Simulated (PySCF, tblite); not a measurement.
**C₆H₁₃Si radical: geometry, infrared bands and EPR parameters**

Aim: predict the infrared bands and EPR parameters of C₆H₁₃Si radical (`C/C=[C]\[Si](C)(C)C`).

Computed with tblite 0.8.0 and PySCF 2.14.0, with density-fitted response routines of our own, on a single molecule in the gas phase. Atoms are numbered from 0 throughout.

### Step 1. The starting structure

20 atoms, charge 0, multiplicity 2; geometry from: force field or distance geometry start.

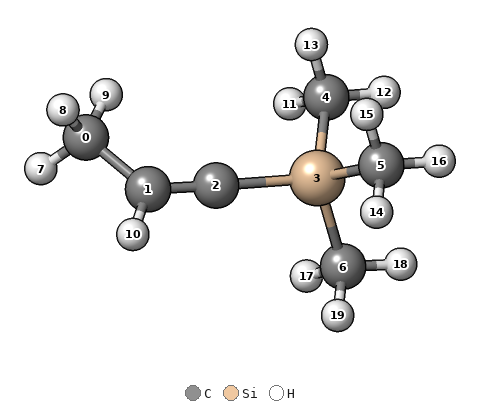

As it starts; carbon grey, silicon light orange, hydrogen white, atoms numbered; sticks join atoms by distance.

### Step 2. Optimising the geometry with GFN2-xTB

What the job is given:

```
{"job": {"kind": "relax", "xc": "GFN2-xTB", "basis": "xTB"}, "charge": 0, "multiplicity": 2}
C      3.295600     0.131400     0.497100
C      2.131400    -0.811600     0.468900
C      0.920600    -0.500100     0.177700
Si    -0.870800    -0.014300    -0.278800
C     -0.947100     1.806000    -0.667200
C     -1.435600    -1.014100    -1.762100
C     -1.997100    -0.383600     1.178700
H      3.734200     0.171600     1.503200
H      4.061700    -0.199500    -0.204900
H      2.978700     1.148200     0.227500
H      2.349900    -1.850300     0.738700
H     -0.627800     2.404400     0.183600
H     -1.971900     2.104800    -0.924400
H     -0.291400     2.043900    -1.524600
H     -1.399200    -2.077300    -1.544400
H     -0.789900    -0.813700    -2.609600
H     -2.456400    -0.749300    -2.029100
H     -1.692100     0.178000     2.064400
H     -3.032100    -0.115100     0.951300
H     -1.965900    -1.448900     1.442600
```

On the command line:

```
> OMP_NUM_THREADS=1 python probes_run.py task.json out
```

This one command runs all jobs of the session in turn.

Output:

```text
step      E/eV     max force
  0    -573.16830    2.341
  1    -573.26458    1.775
  2    -573.29492    0.342
  3    -573.30146    0.190
  4    -573.30980    0.158
  5    -573.31344    0.198
  6    -573.31865    0.154
  7    -573.32085    0.082
  8    -573.32240    0.073
  9    -573.32314    0.056
 10    -573.32354    0.044
 11    -573.32380    0.041
 12    -573.32406    0.037
 13    -573.32430    0.036
 14    -573.32452    0.047
 15    -573.32477    0.062
 16    -573.32508    0.064
 17    -573.32548    0.057
 18    -573.32590    0.052
 19    -573.32627    0.056
 20    -573.32660    0.054
 21    -573.32692    0.043
 22    -573.32730    0.043
 23    -573.32779    0.052
 24    -573.32836    0.060
 25    -573.32891    0.055
 26    -573.32933    0.053
 27    -573.32967    0.048
 28    -573.33001    0.048
 29    -573.33030    0.046
 30    -573.33051    0.028
 31    -573.33064    0.024
 32    -573.33075    0.030
 33    -573.33087    0.028
 34    -573.33098    0.027
 35    -573.33108    0.030
 36    -573.33120    0.033
 37    -573.33139    0.050
 38    -573.33173    0.065
 39    -573.33221    0.068
 40    -573.33279    0.071
 41    -573.33342    0.067
 42    -573.33415    0.078
 43    -573.33516    0.089
 44    -573.33629    0.079
 45    -573.33711    0.062
 46    -573.33765    0.055
 47    -573.33806    0.048
 48    -573.33847    0.065
 49    -573.33905    0.063
 50    -573.33999    0.037
 51    -573.34041    0.046
 52    -573.34067    0.050
 53    -573.34091    0.050
 54    -573.34125    0.048
 55    -573.34183    0.055
 56    -573.34286    0.080
 57    -573.34447    0.115
 58    -573.34631    0.139
 59    -573.34672    0.214
 60    -573.34927    0.103
 61    -573.35025    0.069
 62    -573.35117    0.071
 63    -573.35162    0.041
 64    -573.35179    0.022
 65    -573.35186    0.018
 66    -573.35191    0.018
 67    -573.35198    0.023
 68    -573.35204    0.014
 69    -573.35209    0.015
 70    -573.35213    0.013
 71    -573.35217    0.014
 72    -573.35221    0.013
 73    -573.35224    0.014
 74    -573.35226    0.014
 75    -573.35229    0.014
 76    -573.35233    0.021
 77    -573.35239    0.023
 78    -573.35244    0.015
 79    -573.35246    0.006
```

Wall time 0.53 s (1 thread of Arm Neoverse V2, shared host).

The steps of the relaxation: (not every step is listed)

| step | energy from step 0 (eV) | largest force (eV/Å) |
| --- | --- | --- |
| 0 | 0.0000 | 2.3414 |
| 1 | -0.0963 | 1.7747 |
| 2 | -0.1266 | 0.3416 |
| 3 | -0.1332 | 0.1903 |
| 4 | -0.1415 | 0.1580 |
| 5 | -0.1451 | 0.1984 |
| 6 | -0.1504 | 0.1543 |
| 7 | -0.1525 | 0.0820 |
| 8 | -0.1541 | 0.0730 |
| 14 | -0.1562 | 0.0469 |
| 20 | -0.1583 | 0.0541 |
| 26 | -0.1610 | 0.0528 |
| 32 | -0.1624 | 0.0298 |
| 38 | -0.1634 | 0.0651 |
| 44 | -0.1680 | 0.0788 |
| 50 | -0.1717 | 0.0370 |
| 56 | -0.1746 | 0.0797 |
| 62 | -0.1829 | 0.0708 |
| 68 | -0.1837 | 0.0141 |
| 74 | -0.1840 | 0.0141 |
| 75 | -0.1840 | 0.0143 |
| 76 | -0.1840 | 0.0209 |
| 77 | -0.1841 | 0.0230 |
| 78 | -0.1841 | 0.0149 |
| 79 | -0.1842 | 0.0065 |

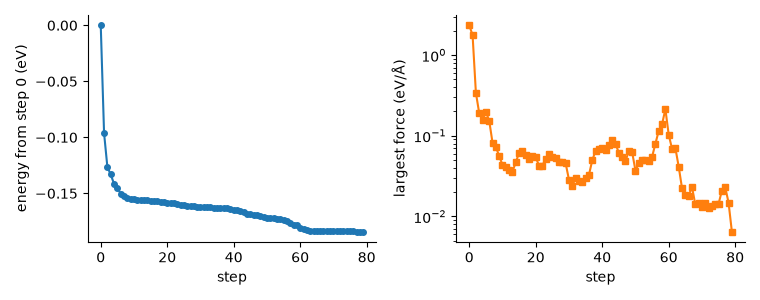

Energy and largest force along the relaxation.

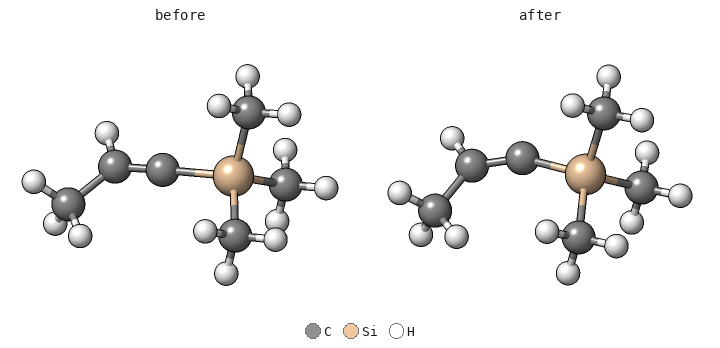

Before and after, at one scale.

Close pairs (by a distance rule), those that changed most:

| bond | before (Å) | after (Å) | change (Å) |
| --- | --- | --- | --- |
| C2–Si3 | 1.911 | 1.839 | -0.072 |
| Si3–C4 | 1.863 | 1.921 | +0.058 |
| Si3–C5 | 1.876 | 1.906 | +0.031 |
| Si3–C6 | 1.879 | 1.906 | +0.028 |
| C4–H13 | 1.105 | 1.086 | -0.020 |
| C0–H9 | 1.099 | 1.086 | -0.013 |
| C6–H19 | 1.098 | 1.085 | -0.013 |
| C0–C1 | 1.498 | 1.511 | +0.012 |

The end geometry stands in the next job.

### Step 3. Vibrational analysis with GFN2-xTB

What the job is given:

```
{"job": {"kind": "ir", "xc": "GFN2-xTB", "basis": "xTB"}, "charge": 0, "multiplicity": 2}
C      3.003058     0.300007     0.408063
C      2.087444    -0.899128     0.485715
C      0.814466    -0.910064     0.243438
Si    -0.791897    -0.147554    -0.226143
C     -0.644105     1.731144    -0.596953
C     -1.434855    -1.027018    -1.790713
C     -2.012499    -0.387726     1.218568
H      3.467902     0.469135     1.378126
H      3.791143     0.111913    -0.319375
H      2.446021     1.184938     0.115591
H      2.601879    -1.813289     0.779066
H     -0.279117     2.272379     0.270538
H     -1.605181     2.155841    -0.872140
H      0.045074     1.913967    -1.415642
H     -1.541466    -2.094160    -1.624256
H     -0.754528    -0.892233    -2.625884
H     -2.405352    -0.642971    -2.091410
H     -1.664711     0.114567     2.115947
H     -2.994118     0.010241     0.978153
H     -2.134309    -1.439310     1.457790
```

Output:

```text
mode    cm-1     km/mol
  1      21.5      0.40
  2      68.3      1.28
  3      93.3      0.00
  4     105.1      0.06
  5     106.9      0.00
  6     129.5      0.02
  7     144.7      0.92
  8     150.9      1.04
  9     177.8      1.84
 10     192.7      5.23
 11     201.6     13.75
 12     319.8     26.62
 13     447.9     12.14
 14     572.7      2.36
 15     684.6     24.67
 16     720.5     25.16
 17     729.1      1.33
 18     743.4     27.45
 19     786.1      0.09
 20     787.3      7.29
 21     795.8      5.76
 22     852.1    161.95
 23     859.6    205.42
 24     866.5    286.32
 25     979.8      0.36
 26    1005.0      0.41
 27    1037.3      7.19
 28    1230.8      0.21
 29    1357.2      5.86
 30    1369.5      3.18
 31    1375.9     10.22
 32    1377.8      3.52
 33    1471.9      7.19
 34    1473.3      3.91
 35    1486.2      0.00
 36    1492.6      0.02
 37    1494.4      0.07
 38    1495.2      0.03
 39    1495.4      0.02
 40    1502.1      0.06
 41    1775.3     23.51
 42    2931.2     31.22
 43    3006.6     22.61
 44    3015.7     30.22
 45    3032.9      4.81
 46    3035.2      5.31
 47    3040.0     89.47
 48    3041.8      3.27
 49    3043.3      5.12
 50    3044.8     34.40
 51    3046.4     45.37
 52    3050.1     39.26
 53    3051.7     65.00
 54    3060.0     19.97
```

It took 0.66 s on 1 thread of Arm Neoverse V2, shared host.

Which atoms move in the most intense modes:

| cm⁻¹ | km/mol | atoms |
| --- | --- | --- |
| 852 | 161.9 | H19 20 %, H14 20 %, Si3 15 % |
| 860 | 205.4 | Si3 21 %, H11 16 %, H13 16 % |
| 866 | 286.3 | Si3 16 %, H18 14 %, H16 14 %, H12 12 % |
| 3040 | 89.5 | H18 39 %, H16 36 %, H12 16 % |
| 3045 | 34.4 | H17 38 %, H15 35 % |
| 3046 | 45.4 | H19 26 %, H14 24 %, H13 12 %, H11 11 % |
| 3050 | 39.3 | H15 24 %, H19 21 %, H17 21 %, H14 17 % |
| 3052 | 65.0 | H14 45 %, H19 40 % |

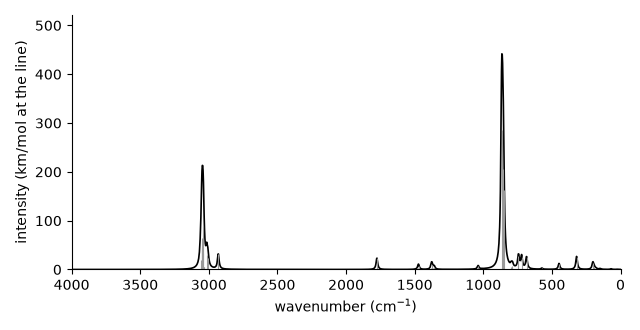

The infrared spectrum from these modes, unscaled. Lines are broadened to a width of 14 cm⁻¹ (Lorentzian).

### Step 4. g tensor and hyperfine couplings: B3LYP/pcH-1

The job, as its differences from that of step 3:

```diff
@@ -1,2 +1,2 @@
-{"job": {"kind": "ir", "xc": "GFN2-xTB", "basis": "xTB"}, "charge": 0, "multiplicity": 2}
+{"job": {"kind": "epr", "basis": "pcH-1"}, "charge": 0, "multiplicity": 2}
 C      3.003058     0.300007     0.408063
```

Level: UKS B3LYP, pcH-1 on C H Si, non-relativistic, mean-field spin-orbit, GIAO.

Output:

```text
UKS, coarse grid
  cycle   1  E = -525.84272153  |g| = 4.74e-01
  cycle   2  E = -525.81087456  |g| = 5.34e-01
  cycle   3  E = -525.95604217  |g| = 2.82e-02
  cycle   4  E = -525.95631280  |g| = 2.22e-02
  cycle   5  E = -525.95659675  |g| = 5.18e-03
  cycle   6  E = -525.95661887  |g| = 4.06e-03
  cycle   7  E = -525.95663394  |g| = 1.63e-03
  cycle   8  E = -525.95663934  |g| = 7.04e-04
UKS, final grid
  cycle   1  E = -525.95663597  |g| = 7.44e-04
  cycle   2  E = -525.95663590  |g| = 1.12e-03
  cycle   3  E = -525.95663662  |g| = 2.51e-04
  cycle   4  E = -525.95663670  |g| = 1.59e-04
  cycle   5  E = -525.95663679  |g| = 5.94e-05
  cycle   6  E = -525.95663679  |g| = 5.90e-06
E = -525.95663679 Eh   <S^2> = 0.7578 (exact 0.7500)
g shifts (ppm)      1          2          3
  rmc          -141       -141       -141
  gc             30         16         33
  oz_so        -455       -148        576
  total        -567       -273        468
hyperfine (MHz)  atom isotope    a_iso     a_fc   dipolar eigenvalues
    0   13C      93.62      93.63     -7.54     -6.71     14.25
    1   13C     -41.94     -41.94    -15.83      3.16     12.67
    2   13C     145.65     145.78    -77.95    -60.95    138.90
    3  29Si       5.26       5.29     -6.18      0.79      5.39
    4   13C      42.60      42.60     -4.32     -4.31      8.63
    5   13C       3.79       3.79     -0.79     -0.67      1.46
    6   13C       3.76       3.76     -0.79     -0.67      1.46
    7    1H      -6.99      -6.99     -3.82     -1.97      5.79
    8    1H      -7.06      -7.06     -3.82     -1.97      5.79
    9    1H      -5.68      -5.68     -6.20     -1.34      7.54
   10    1H     140.97     140.97     -5.62     -4.30      9.92
   11    1H      -2.86      -2.86     -3.51     -1.13      4.64
   12    1H      17.19      17.19     -2.80     -0.88      3.68
   13    1H      -2.86      -2.86     -3.52     -1.13      4.64
   14    1H       0.02       0.02     -2.54     -1.84      4.38
   15    1H       0.17       0.17     -1.98     -1.77      3.75
   16    1H      -0.25      -0.25     -1.27     -1.06      2.32
   17    1H       0.17       0.17     -1.98     -1.77      3.75
   18    1H      -0.27      -0.27     -1.27     -1.06      2.32
   19    1H       0.01       0.01     -2.53     -1.84      4.37
```

Wall time 1.7 min (1 thread of Arm Neoverse V2, shared host); peak memory 1.1 GiB.

Principal g values 2.00175, 2.00205, 2.00279; g(iso) = 2.00220, against 2.00232 for a free electron.

Hyperfine couplings; where a row names several nuclei, a(iso) is their mean (it holds for fast rotation or exchange) and the dipolar term the largest among them:

| nuclei | isotope | a(iso) (MHz) | a(iso) (G, at g = 2.0023) | largest dipolar term (MHz) |
| --- | --- | --- | --- | --- |
| C2 | 13C | 145.7 | 52.0 | 138.9 |
| H10 | 1H | 141.0 | 50.3 | 9.9 |
| C0 | 13C | 93.6 | 33.4 | 14.3 |
| C1 | 13C | -41.9 | -15.0 | -15.8 |
| C4, C5, C6 | 13C | 16.7 | 6.0 | 8.6 |
| H7, H8, H9 | 1H | -6.6 | -2.3 | 7.5 |
| Si3 | 29Si | 5.3 | 1.9 | -6.2 |
| H11, H12, H13, H14, H15 and 4 more | 1H | 1.3 | 0.4 | 4.6 |

Mulliken spin populations:

C0 0.07; C1 -0.17; C2 0.99; Si3 0.00; C4 0.04; C5 0.00; C6 0.00; H7 0.00; H8 0.00; H9 0.00; H10 0.06; H11 0.00; H12 0.01; H13 0.00; H14 0.00; H15 0.00; H16 0.00; H17 0.00; H18 0.00; H19 0.00

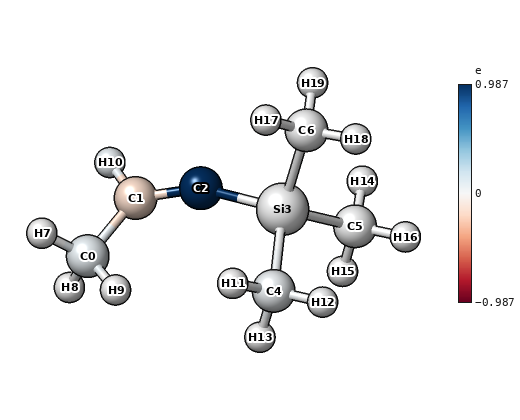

Mulliken spin populations, as colours on the atoms.

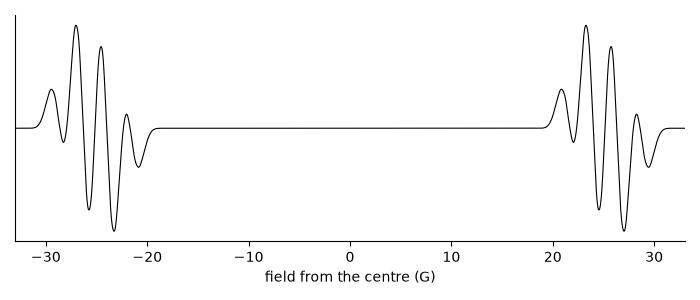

First-order isotropic spectrum (first derivative, main isotopes with spin only, couplings over 0.8 MHz, Gaussian width 0.3 G; couplings of the frozen geometry, rotation of groups not averaged beyond the rows shown).

The fields below are evaluated on a grid from the run's orbitals.

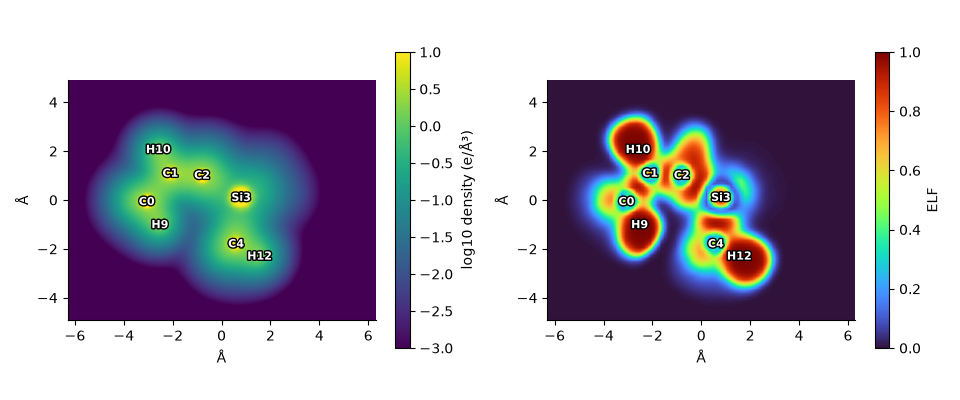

Density (left) and ELF (right) in a plane through or near 8 of the atoms.

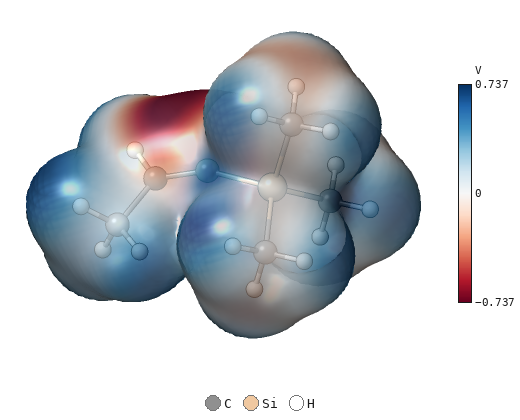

The potential that a unit positive charge feels on the 0.002 e/bohr³ surface, from -0.74 V near C2 to 0.67 V near H10.

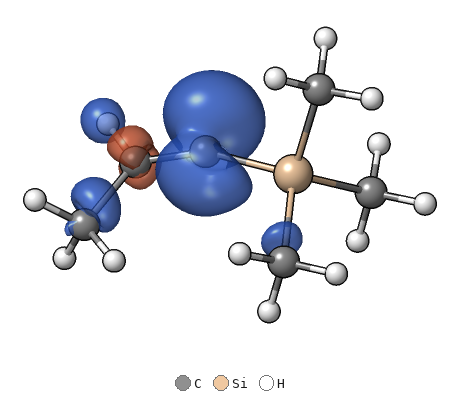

Spin density at ±0.04 e/Å³ (alpha excess blue, beta excess red).

### Step 5. What came out

| quantity | value |
| --- | --- |
| strongest single infrared mode (GFN2-xTB) | 866 cm⁻¹, 286 km/mol |
| zero-point energy (GFN2-xTB) | 104.9 kcal/mol |
| g(iso) (B3LYP) | 2.00220 |
| ⟨S²⟩ | 0.758 (exact 0.75) |
| largest a(iso) (averaged by class) | 13C on C2, 145.7 MHz |
| surface potential, least and greatest | -0.74 V and 0.67 V |

**Reading.** Relaxing lowered the energy by 0.184 eV in 79 steps; the close pair that moved most is C2–Si3, from 1.911 to 1.839 Å. All 54 modes are real, so the xTB geometry is a minimum. The strongest single mode, at 866 cm⁻¹, has its largest shares on Si3, H18, H16 and H12 (the list is cut at 4 atoms). Unscaled tight-binding wavenumbers are off by several per cent, some by more. Its intensities can rank the bands wrongly. C2 carries the largest spin population, 0.99 e. The isotropic g lies 0.1 ppt below the free-electron value.
